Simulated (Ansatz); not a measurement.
# SiBr2 (SMILES Br[Si]Br): RPA@PBE/def2-SVPD

What is the vertical singlet–triplet gap of SiBr2 at RPA@PBE/def2-SVPD? 

The results are computed with Ansatz 0.2.0.

26 further runs of the same task are left out: 1 that didn't finish, 25 set aside as unsound or not needed. Runs told in other sessions of the task aren't counted.

## (1) The molecule

SiBr2: 3 atoms, total charge 0, spin state singlet. SMILES: `Br[Si]Br`. The coordinates come from a PBE0-D4/def2-TZVP relaxation.

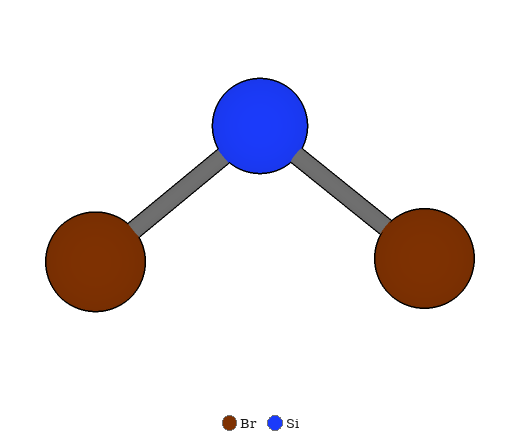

The structure, seen from a chosen angle (bromine brown, silicon blue).

## (2) The energy at RPA@PBE/def2-SVPD

The input, job.yaml:

```yaml
basis:
  gaussian: {orbitals: def2-SVPD}
crystal:
  periodic: [false, false, false]
  atoms:
    - {symbol: Br, position_ang: [0.975100, 1.342100, 0.670900]}
    - {symbol: Si, position_ang: [-0.770000, 0.385700, -0.376400]}
    - {symbol: Br, position_ang: [-0.216000, -1.792600, -0.307800]}
magnetization: {spin_polarized: false, initial_magnetization: 0}
hamiltonian: {xc: pbe}
correlation: {method: rpa, frozen_orbitals: {Br: 9, Si: 5}}
accuracy: high
```

Run with:

```
$ ansatz run job.yaml --threads 1 --pin off --max-ram 2610MiB --events-out events.jsonl --progress --plain --runs-dir runs
```

The log of the run:

```text
Warning: RAYON_NUM_THREADS=1 ignored (pool sized by the plan → 1); use --threads N
Functional definition: PBE
  name "PBE"
  parameter kappa = 0.804
  parameter beta = 0.06672455060314922
  exchange = pbe_x(kappa = kappa, mu = beta*pi^2/3)
  correlation = pbe_c(beta = beta)
1832 factors; integrals over basis functions are off by at most 4.6e-9 eV
mean field evaluation 1: about -147927.2323 eV, gradient 1.3e1 eV
mean field evaluation 2: about -147927.2293 eV, gradient 1.3e1 eV
mean field evaluation 4: about -147927.5399 eV, gradient 7.0e0 eV
mean field evaluation 8: about -147927.6676 eV, gradient 5.3e-2 eV
mean field evaluation 16: about -147927.6676 eV, gradient 3.6e-6 eV
mean field -147927.66761164 eV, -5436.2415157532 hartree, gradient 2.8e-8 eV, S^2 0.000000; 0 other end points of the search recorded, 0 dependent functions left out
23 core orbitals not correlated: weight in the atoms' cores, before any rotation towards them, 1.000 or more for the frozen orbitals, at most 0.000 for the correlated occupied ones
reference -147841.49365915 eV, -5433.0746814102 hartree; 19, 19 occupied and 64, 64 virtual orbitals, 1832 factors
Total energy: -147863.77771871 eV, -5433.8936054944 hartree
```

Wall time 14 s (1 thread of Arm Neoverse V2, shared host); peak memory 0.34 GiB.

## (3) The triplet, same level

The input, molecule.yaml:

```yaml
crystal:
  periodic: [false, false, false]
  atoms:
    - {symbol: Br, position_ang: [0.975100, 1.342100, 0.670900]}
    - {symbol: Si, position_ang: [-0.770000, 0.385700, -0.376400]}
    - {symbol: Br, position_ang: [-0.216000, -1.792600, -0.307800]}
basis:
  gaussian: {orbitals: def2-SVPD}
magnetization: {spin_polarized: true, initial_magnetization: 2}
hamiltonian: {xc: {name: PBE}}
correlation: {method: rpa, frozen_orbitals: {Br: 9, Si: 5}}
accuracy: high
```

Run with:

```
$ ansatz run molecule.yaml --threads 1 --pin off --max-ram 2610MiB --events-out events.jsonl --progress --plain --runs-dir runs
```

The log of the run (excerpt; [...] marks lines left out):

```text
Warning: RAYON_NUM_THREADS=1 ignored (pool sized by the plan → 1); use --threads N
[... 2 set-up lines as earlier in the session ...]
[...]
1830 factors; integrals over basis functions are off by at most 4.6e-9 eV
[...]
mean field -147925.52958519 eV, -5436.1629447307 hartree, gradient 2.6e-8 eV, S^2 2.003161; 5 other end points of the search recorded, 0 dependent functions left out
23 core orbitals not correlated: weight in the atoms' cores, before any rotation towards them, 1.000 or more for the frozen orbitals, at most 0.000 for the correlated occupied ones
reference -147839.88117310 eV, -5433.0154236407 hartree; 20, 18 occupied and 63, 65 virtual orbitals, 1830 factors
Total energy: -147861.54729874 eV, -5433.8116390721 hartree
```

Run time: 41 s. Hardware: 1 thread of Arm Neoverse V2, shared host; peak memory 0.44 GiB.

## (4) Outcome

At RPA@PBE/def2-SVPD, 23 core orbitals frozen:

```
                                        quantity           value
                           singlet: total energy  -5433.89361 Eh
       singlet: RPA correlation energy (valence)      -818.9 mEh
                           triplet: total energy  -5433.81164 Eh
       triplet: RPA correlation energy (valence)      -796.2 mEh
      triplet: ⟨S²⟩ of the reference determinant           2.003
vertical energy of the triplet above the singlet        2.230 eV
```

What this shows: At this shape the triplet lies 2.23 eV (215 kJ/mol) above the singlet.
